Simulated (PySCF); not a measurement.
Run report: C$_{2}$H$_{10}$OSi$_{2}$, geometry relaxation

The run: geometry relaxation of C$_{2}$H$_{10}$OSi$_{2}$, SMILES C[SiH2]O[SiH2]C. Method and program: PBE0-D3(BJ)/def2-TZVP geometry optimisation, gas phase (PySCF 2.14.0).

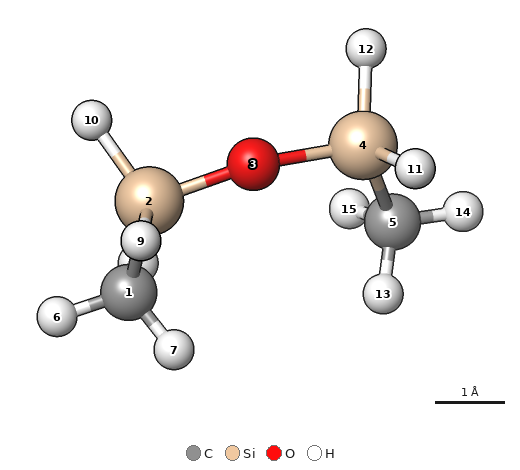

The starting structure (ball-and-stick view, seen at a tilt; atoms are numbered from 1 in the order of the input).

Input file:
```
{"job": {"xc": "PBE0", "basis": "def2-TZVP", "d3": "d3bj", "grid": 2, "shake": 0.01, "kind": "geom"}, "charge": 0, "multiplicity": 1}
C     -1.934090    -1.062870    -0.016870
Si    -1.674280     0.829910     0.095570
O     -0.100420     1.158680     0.077170
Si     1.571080     1.066900     0.027410
C      2.076870    -0.754910    -0.117890
H     -3.018380    -1.267280    -0.007250
H     -1.480410    -1.564310     0.810130
H     -1.526020    -1.444230    -0.943200
H     -2.171840     1.366460     1.388080
H     -2.227030     1.534910    -1.050240
H      1.998410     1.667290     1.287600
H      1.943010     1.829000    -1.146410
H      1.700560    -1.322930     0.729560
H      3.144910    -0.831650    -0.132270
H      1.682290    -1.222350    -1.008640
```

The first line tells a small driver script what to run in PySCF; the rest is the geometry in Å.

Hardware: 2 CPU threads, shared host.

Launched with:
```bash
OMP_NUM_THREADS=2 python <driver script> task.json out
```

Output:
```
step   0  E = -736.19970887  max force = 0.041861
step   1  E = -736.20691614  max force = 0.004178
step   2  E = -736.20720423  max force = 0.001421
step   3  E = -736.20725966  max force = 0.001294
step   4  E = -736.20727888  max force = 0.001372
step   5  E = -736.20730946  max force = 0.001296
step   6  E = -736.20734760  max force = 0.001209
step   7  E = -736.20739463  max force = 0.000942
step   8  E = -736.20745500  max force = 0.000782
step   9  E = -736.20746490  max force = 0.000463
step  10  E = -736.20746780  max force = 0.000154
optimisation converged
```

Trajectory as extended XYZ (Å, eV, eV/Å), 11 frames, from step=0 to step=10:
```
15
Properties=species:S:1:pos:R:3:forces:R:3 step=0 energy=-20033.01447
C    -1.9341   -1.0629   -0.0169   -0.9745   1.3951  -0.3454
Si   -1.6743    0.8299    0.0956    0.2947  -1.1424   0.4547
O    -0.1004    1.1587    0.0772    1.8756   0.0730  -0.0594
Si    1.5711    1.0669    0.0274   -2.1526  -1.1931   0.1047
C     2.0769   -0.7549   -0.1179   -0.5570   0.8446   0.3213
H    -3.0184   -1.2673   -0.0073    0.3119  -0.0713   0.0070
H    -1.4804   -1.5643    0.8101    0.3503  -0.3618   0.6398
H    -1.5260   -1.4442   -0.9432    0.1464  -0.1263  -0.2911
H    -2.1718    1.3665    1.3881   -0.3302  -0.0327  -0.0365
H    -2.2270    1.5349   -1.0502   -0.5598   0.2005  -0.4124
H     1.9984    1.6673    1.2876    0.4599   0.1905   0.2982
H     1.9430    1.8290   -1.1464    0.4841   0.3938  -0.4732
H     1.7006   -1.3229    0.7296   -0.0173  -0.0068   0.2218
H     3.1449   -0.8317   -0.1323    0.7989  -0.1577  -0.0187
H     1.6823   -1.2224   -1.0086   -0.1306  -0.0055  -0.4110
15
Properties=species:S:1:pos:R:3:forces:R:3 step=1 energy=-20033.21059
C    -2.0442   -1.0434   -0.0231    0.1245   0.2022   0.0574
Si   -1.6775    0.7903    0.0980   -0.0086  -0.2148  -0.0088
O    -0.0777    1.0998    0.0739    0.0518  -0.0881  -0.0077
Si    1.5540    1.0452    0.0282   -0.1753  -0.1532  -0.0170
C     2.1752   -0.7096   -0.1050   -0.0811   0.0322  -0.0084
H    -3.1244   -1.2164   -0.0053    0.0242   0.0317   0.0124
H    -1.5984   -1.5825    0.8184   -0.0226  -0.0097  -0.0677
H    -1.6521   -1.4567   -0.9550    0.0193  -0.0361   0.0112
H    -2.2374    1.3160    1.3732   -0.0039   0.0392  -0.0403
H    -2.3069    1.4897   -1.0546   -0.0075   0.0418   0.0354
H     2.0640    1.6554    1.2824    0.0541   0.0705  -0.0106
H     2.0003    1.8304   -1.1517    0.0542   0.0525   0.0266
H     1.8326   -1.2995    0.7472   -0.0112  -0.0342   0.0447
H     3.2684   -0.7466   -0.1183   -0.0262   0.0594  -0.0104
H     1.8084   -1.1891   -1.0156    0.0083   0.0067  -0.0167
15
Properties=species:S:1:pos:R:3:forces:R:3 step=2 energy=-20033.21842
C    -2.0073   -1.0388   -0.0230    0.0303   0.0387   0.0044
Si   -1.6776    0.7901    0.0977    0.0165  -0.0557  -0.0068
O    -0.0817    1.1052    0.0748    0.0286   0.0257   0.0008
Si    1.5450    1.0432    0.0293   -0.0731  -0.0579  -0.0001
C     2.1387   -0.7158   -0.1043   -0.0402  -0.0296   0.0153
H    -3.0844   -1.2250   -0.0058   -0.0095  -0.0156   0.0011
H    -1.5563   -1.5746    0.8157   -0.0046  -0.0103  -0.0103
H    -1.6069   -1.4498   -0.9528    0.0007  -0.0106   0.0050
H    -2.2430    1.3189    1.3679   -0.0163   0.0223  -0.0114
H    -2.3113    1.4915   -1.0509   -0.0151   0.0197   0.0165
H     2.0699    1.6580    1.2776    0.0251   0.0312  -0.0174
H     2.0072    1.8292   -1.1453    0.0298   0.0238   0.0174
H     1.7931   -1.3052    0.7491    0.0111   0.0010  -0.0066
H     3.2310   -0.7550   -0.1206    0.0078   0.0106  -0.0061
H     1.7679   -1.1889   -1.0169    0.0088   0.0068  -0.0020
15
Properties=species:S:1:pos:R:3:forces:R:3 step=3 energy=-20033.21993
C    -1.9883   -1.0380   -0.0231   -0.0176  -0.0066  -0.0059
Si   -1.6784    0.7926    0.0977    0.0052  -0.0202  -0.0021
O    -0.0842    1.1148    0.0761    0.0047   0.0665   0.0048
Si    1.5405    1.0432    0.0306   -0.0002  -0.0331   0.0000
C     2.1193   -0.7205   -0.1037   -0.0077  -0.0116   0.0109
H    -3.0634   -1.2378   -0.0072    0.0002  -0.0117  -0.0020
H    -1.5335   -1.5716    0.8146    0.0043  -0.0016   0.0085
H    -1.5823   -1.4469   -0.9514   -0.0001   0.0025  -0.0025
H    -2.2516    1.3236    1.3638   -0.0048   0.0031  -0.0022
H    -2.3183    1.4945   -1.0474   -0.0044   0.0018   0.0037
H     2.0775    1.6616    1.2729    0.0006   0.0048  -0.0068
H     2.0163    1.8295   -1.1393    0.0043   0.0026   0.0047
H     1.7733   -1.3100    0.7493    0.0072   0.0028  -0.0075
H     3.2116   -0.7630   -0.1229    0.0061  -0.0017  -0.0028
H     1.7461   -1.1892   -1.0175    0.0020   0.0024  -0.0009
15
Properties=species:S:1:pos:R:3:forces:R:3 step=4 energy=-20033.22046
C    -1.9766   -1.0379   -0.0233   -0.0207  -0.0156  -0.0040
Si   -1.6789    0.7949    0.0979   -0.0014  -0.0141  -0.0012
O    -0.0859    1.1255    0.0776   -0.0092   0.0706   0.0061
Si    1.5381    1.0436    0.0317    0.0229  -0.0213  -0.0016
C     2.1073   -0.7236   -0.1033    0.0063   0.0025   0.0033
H    -3.0497   -1.2483   -0.0088    0.0034  -0.0025  -0.0016
H    -1.5183   -1.5685    0.8146    0.0045   0.0030   0.0063
H    -1.5660   -1.4437   -0.9511    0.0010   0.0050  -0.0023
H    -2.2578    1.3254    1.3616    0.0027  -0.0054   0.0036
H    -2.3233    1.4954   -1.0456    0.0025  -0.0052  -0.0040
H     2.0817    1.6631    1.2706   -0.0076  -0.0071   0.0029
H     2.0214    1.8288   -1.1361   -0.0058  -0.0069  -0.0040
H     1.7612   -1.3130    0.7493    0.0020   0.0003  -0.0026
H     3.1996   -0.7697   -0.1247    0.0009  -0.0028  -0.0010
H     1.7316   -1.1891   -1.0176   -0.0015  -0.0005   0.0000
15
Properties=species:S:1:pos:R:3:forces:R:3 step=5 energy=-20033.22129
C    -1.9483   -1.0377   -0.0242   -0.0113  -0.0208   0.0009
Si   -1.6790    0.8002    0.0983   -0.0110  -0.0060  -0.0008
O    -0.0899    1.1532    0.0811   -0.0253   0.0666   0.0076
Si    1.5329    1.0454    0.0339    0.0434   0.0007  -0.0040
C     2.0792   -0.7294   -0.1023    0.0239   0.0193  -0.0102
H    -3.0168   -1.2710   -0.0129    0.0042   0.0121   0.0000
H    -1.4815   -1.5602    0.8144    0.0014   0.0068  -0.0008
H    -1.5273   -1.4350   -0.9510    0.0015   0.0048  -0.0005
H    -2.2697    1.3260    1.3585    0.0123  -0.0168   0.0108
H    -2.3328    1.4946   -1.0435    0.0112  -0.0140  -0.0137
H     2.0888    1.6634    1.2680   -0.0152  -0.0231   0.0165
H     2.0298    1.8254   -1.1319   -0.0168  -0.0188  -0.0155
H     1.7314   -1.3174    0.7500   -0.0060  -0.0030   0.0058
H     3.1712   -0.7863   -0.1289   -0.0067  -0.0029   0.0020
H     1.6963   -1.1883   -1.0169   -0.0058  -0.0048   0.0018
15
Properties=species:S:1:pos:R:3:forces:R:3 step=6 energy=-20033.22233
C    -1.8881   -1.0366   -0.0265    0.0120  -0.0195   0.0071
Si   -1.6768    0.8097    0.0991   -0.0267   0.0046  -0.0009
O    -0.0977    1.2117    0.0884   -0.0384   0.0468   0.0085
Si    1.5217    1.0504    0.0379    0.0622   0.0333  -0.0070
C     2.0202   -0.7389   -0.1003    0.0421   0.0343  -0.0286
H    -2.9462   -1.3123   -0.0210    0.0008   0.0303   0.0025
H    -1.4048   -1.5426    0.8135   -0.0061   0.0081  -0.0111
H    -1.4472   -1.4163   -0.9518   -0.0010   0.0015   0.0029
H    -2.2893    1.3210    1.3549    0.0215  -0.0292   0.0183
H    -2.3480    1.4887   -1.0419    0.0196  -0.0233  -0.0236
H     2.0997    1.6597    1.2659   -0.0207  -0.0404   0.0312
H     2.0419    1.8163   -1.1271   -0.0266  -0.0303  -0.0270
H     1.6669   -1.3222    0.7524   -0.0148  -0.0050   0.0158
H     3.1107   -0.8201   -0.1368   -0.0145  -0.0016   0.0064
H     1.6214   -1.1856   -1.0141   -0.0094  -0.0096   0.0052
15
Properties=species:S:1:pos:R:3:forces:R:3 step=7 energy=-20033.22361
C    -1.8468   -1.0359   -0.0287    0.0298  -0.0086   0.0084
Si   -1.6733    0.8147    0.0996   -0.0286   0.0074  -0.0012
O    -0.1026    1.2530    0.0935   -0.0284   0.0188   0.0065
Si    1.5142    1.0554    0.0399    0.0485   0.0427  -0.0071
C     1.9807   -0.7426   -0.0990    0.0354   0.0291  -0.0312
H    -2.8985   -1.3343   -0.0263   -0.0044   0.0324   0.0035
H    -1.3542   -1.5318    0.8121   -0.0104   0.0036  -0.0138
H    -1.3950   -1.4042   -0.9532   -0.0039  -0.0035   0.0040
H    -2.2982    1.3111    1.3552    0.0187  -0.0266   0.0158
H    -2.3548    1.4802   -1.0431    0.0172  -0.0209  -0.0205
H     2.1045    1.6532    1.2675   -0.0157  -0.0367   0.0282
H     2.0459    1.8090   -1.1278   -0.0225  -0.0256  -0.0229
H     1.6226   -1.3205    0.7551   -0.0146  -0.0039   0.0168
H     3.0695   -0.8415   -0.1412   -0.0136   0.0014   0.0074
H     1.5705   -1.1829   -1.0110   -0.0075  -0.0097   0.0060
15
Properties=species:S:1:pos:R:3:forces:R:3 step=8 energy=-20033.22525
C    -1.8204   -1.0364   -0.0312    0.0402   0.0107   0.0037
Si   -1.6681    0.8158    0.1000   -0.0059  -0.0005  -0.0015
O    -0.1050    1.2836    0.0969    0.0003  -0.0144   0.0019
Si    1.5107    1.0626    0.0398   -0.0065   0.0217  -0.0036
C     1.9573   -0.7402   -0.0984    0.0006   0.0034  -0.0154
H    -2.8710   -1.3384   -0.0292   -0.0090   0.0158   0.0027
H    -1.3255   -1.5294    0.8093   -0.0102  -0.0055  -0.0079
H    -1.3666   -1.4002   -0.9564   -0.0064  -0.0087   0.0024
H    -2.2978    1.2938    1.3600    0.0027  -0.0066   0.0022
H    -2.3550    1.4675   -1.0472    0.0028  -0.0045  -0.0031
H     2.1050    1.6437    1.2732    0.0016  -0.0087   0.0059
H     2.0435    1.8040   -1.1346   -0.0024  -0.0025  -0.0024
H     1.5943   -1.3109    0.7592   -0.0046   0.0003   0.0078
H     3.0444   -0.8523   -0.1422   -0.0031   0.0038   0.0041
H     1.5386   -1.1805   -1.0065    0.0000  -0.0044   0.0031
15
Properties=species:S:1:pos:R:3:forces:R:3 step=9 energy=-20033.22552
C    -1.8262   -1.0377   -0.0318    0.0238   0.0070  -0.0004
Si   -1.6669    0.8133    0.1000    0.0065  -0.0051  -0.0015
O    -0.1035    1.2787    0.0961    0.0014  -0.0045   0.0020
Si    1.5129    1.0647    0.0386   -0.0147   0.0008  -0.0016
C     1.9638   -0.7370   -0.0987   -0.0066  -0.0037  -0.0050
H    -2.8801   -1.3286   -0.0281   -0.0060   0.0039   0.0010
H    -1.3355   -1.5355    0.8081   -0.0055  -0.0045  -0.0012
H    -1.3778   -1.4059   -0.9577   -0.0051  -0.0048   0.0003
H    -2.2938    1.2892    1.3621   -0.0026   0.0009  -0.0016
H    -2.3525    1.4651   -1.0480   -0.0021   0.0012   0.0021
H     2.1046    1.6432    1.2745    0.0047   0.0020  -0.0021
H     2.0414    1.8070   -1.1371    0.0029   0.0044   0.0035
H     1.6004   -1.3058    0.7603    0.0001   0.0022   0.0018
H     3.0511   -0.8471   -0.1402    0.0013   0.0008   0.0017
H     1.5465   -1.1809   -1.0057    0.0018  -0.0008   0.0010
15
Properties=species:S:1:pos:R:3:forces:R:3 step=10 energy=-20033.22560
C    -1.8213   -1.0386   -0.0325    0.0079   0.0005  -0.0017
Si   -1.6654    0.8123    0.1001    0.0043  -0.0031  -0.0012
O    -0.1035    1.2824    0.0967   -0.0007   0.0026   0.0026
Si    1.5122    1.0667    0.0383   -0.0040  -0.0047  -0.0011
C     1.9596   -0.7359   -0.0986   -0.0028  -0.0027  -0.0011
H    -2.8758   -1.3276   -0.0284   -0.0025  -0.0005   0.0001
H    -1.3318   -1.5379    0.8069   -0.0023  -0.0018   0.0013
H    -1.3744   -1.4077   -0.9587   -0.0034  -0.0011  -0.0003
H    -2.2939    1.2855    1.3624   -0.0029   0.0013  -0.0012
H    -2.3528    1.4628   -1.0475   -0.0025   0.0012   0.0018
H     2.1061    1.6434    1.2741    0.0028   0.0029  -0.0026
H     2.0416    1.8089   -1.1371    0.0022   0.0036   0.0029
H     1.5953   -1.3028    0.7614    0.0010   0.0021  -0.0006
H     3.0467   -0.8478   -0.1397    0.0014  -0.0009   0.0009
H     1.5416   -1.1805   -1.0048    0.0016   0.0006   0.0004
```

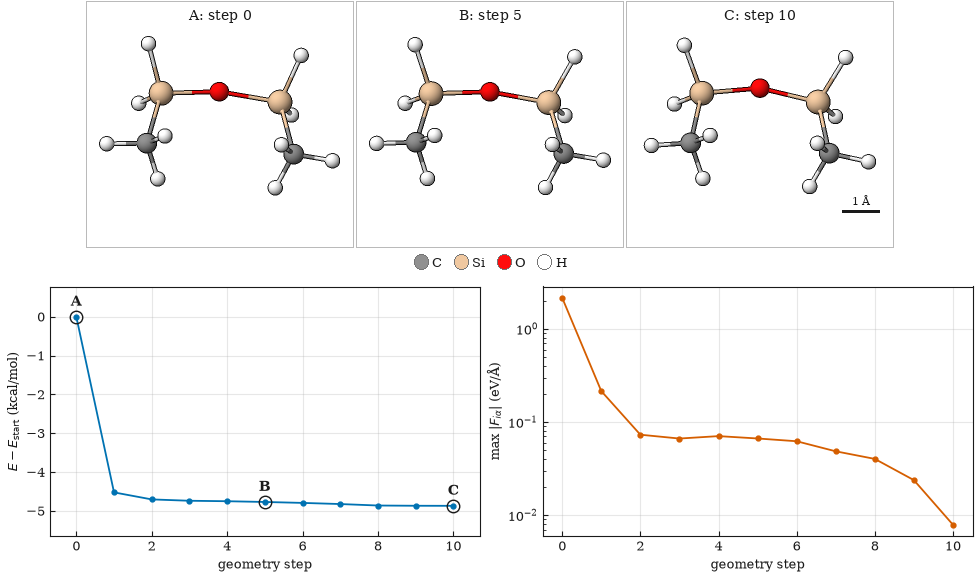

Frames of the relaxation (ball-and-stick view, seen at a tilt) above the curves, on which the letters mark them (steps are counted from 0).

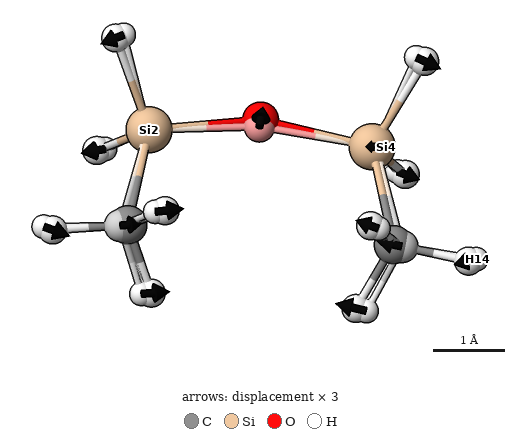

Start (faint) and end (solid) with the displacements as black arrows, magnified 3 times (ball-and-stick view, seen at a tilt). The two geometries are laid on each other by the best rigid fit. The atom that moves furthest after the best rigid fit is H15 (0.16 Å). Largest moves by element: H 0.16 Å, O 0.13 Å, C 0.12 Å, Si 0.05 Å. Among the contacts that change: C1–Si2 1.914 → 1.862 Å, O3–Si4 1.675 → 1.631 Å, Si4–C5 1.896 → 1.862 Å, Si2–H10 1.454 → 1.487 Å. Among the angles that change: Si2–O3–Si4 165.0° → 155.6°, H11–Si4–H12 114.1° → 108.7°, O3–Si4–H11 104.1° → 108.3°. After 10 geometry steps the energy has fallen by 4.87 kcal/mol. Largest force component: 2.2 eV/Å at the start, 0.0079 eV/Å at the end. (Atoms are counted from 1 in the order of the input.)

Results in brief:

- outcome: converged
- total energy: −736.207468 hartree
- dipole moment: 1.66 D
- point group: C2v
- wall time: 11 min (CPU time 17 min)
- peak memory: 1.2 GiB
